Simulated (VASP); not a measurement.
Shape and ions are relaxed at each volume.

Energy against volume of Mg$_{3}$Sb$_{2}$ (a-la2o3). All values below come from PBE GGA with D3 dispersion (Becke-Johnson damping), VASP's PBE PAW potentials (set 64) (plane waves; VASP 6.6.1).

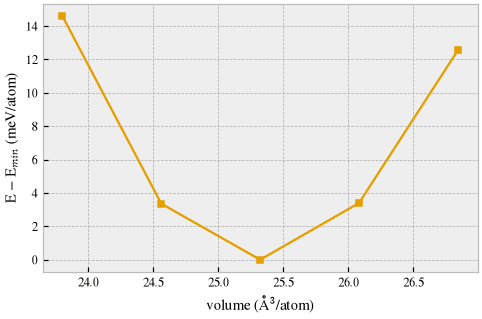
*Energy against volume*

Question: Estimate the equilibrium volume and the bulk modulus.

Answer: The minimum lies near 25.3 Å³/atom, and the curvature gives B0 of about 47 GPa.

The compound is Mg3Sb2 in the a-la2o3 structure. It was relaxed first.
